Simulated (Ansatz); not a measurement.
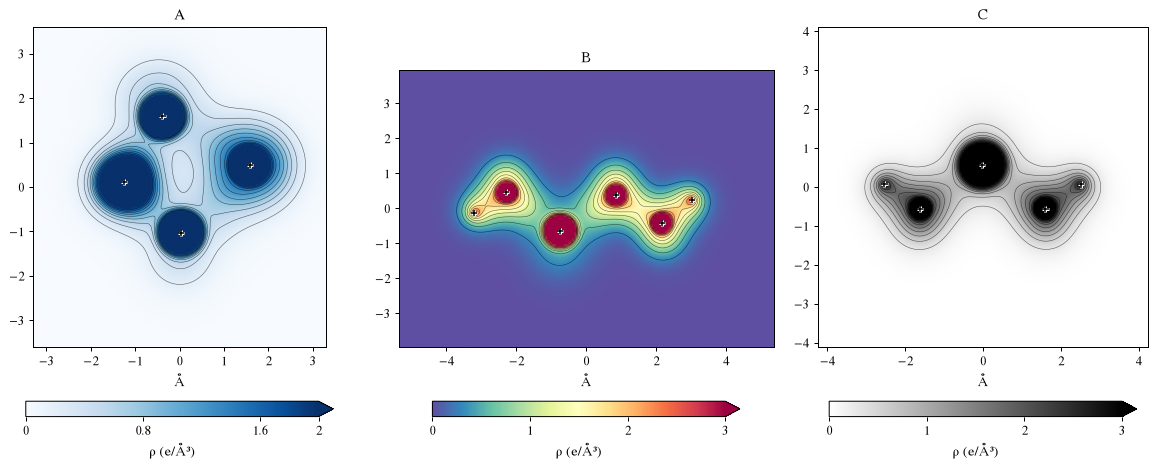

The electron density of 3 systems, each on a plane through atoms (crosses mark nuclei in the plane).

Computed with Ansatz, isolated molecule in a Gaussian basis; Kohn-Sham density functional theory, functional PBE0.

System 1: H₂OSSi₂, the plane of atoms Si3, O1 and Si4. Geometry: BLYP-D3(BJ)/def2-SVP.

```xyz
6

O    -2.8795    1.4210   -0.0422
S    -0.2979    2.3047    0.8022
Si   -1.6250    0.5806    0.7617
Si   -2.1902    2.9914   -0.2311
H    -2.0604    0.1051    2.1106
H    -1.1223   -0.5666   -0.0546
```

System 2: C₃H₈ClSi (SMILES CC[Si](C)Cl) (doublet), the plane of atoms C2, Si5 and C3. Geometry: B3LYP/6-31G*.

```xyz
13

C    -1.0545    1.5108   -2.2508
C    -0.4197    0.5714   -1.2140
C     1.8945   -1.3761   -0.3667
Cl    2.6290    1.2265   -2.1520
Si    1.2010   -0.2740   -1.7434
H    -1.9712    1.9671   -1.8590
H    -1.3170    0.9741   -3.1694
H    -0.3699    2.3206   -2.5240
H    -1.1204   -0.2320   -0.9449
H    -0.2077    1.1181   -0.2824
H     1.1865   -2.1806   -0.1350
H     2.0654   -0.7925    0.5471
H     2.8439   -1.8311   -0.6651
```

System 3: C₂H₉GeN (SMILES [CH3][GeH]([CH3])[NH2]), the plane of atoms Ge3, C1 and H5. Geometry: PBE-D3(BJ)/def2-SVP.

```xyz
13

C    -0.4066    1.9155    1.6189
C    -0.3541   -1.0933    0.4599
Ge   -0.0154    0.8101    0.0443
N    -1.0425    1.5037   -1.3525
H    -0.2203    2.9827    1.3914
H    -1.4678    1.7989    1.9175
H     0.2285    1.6150    2.4754
H     1.4632    0.9833   -0.4122
H    -1.4060   -1.2393    0.7779
H     0.3085   -1.4320    1.2823
H    -0.1639   -1.7319   -0.4253
H    -0.8640    1.0258   -2.2447
H    -2.0510    1.4201   -1.1711
```

Match each panel to its system.

Answer. Panel A is system 1, H₂OSSi₂: the plane holds O, S and Si. Si–O (1.71 Å): the density is about 1.1 e/Å³ at the midpoint. Panel B is system 2, C₃H₈ClSi: the plane holds C, Si and H. C–C (1.54 Å): ρ is about 1.6 e/Å³ halfway. Panel C is system 3, C₂H₉GeN: the plane holds C, Ge and H. C–Ge (1.96 Å): ρ at the midpoint is about 0.87 e/Å³.
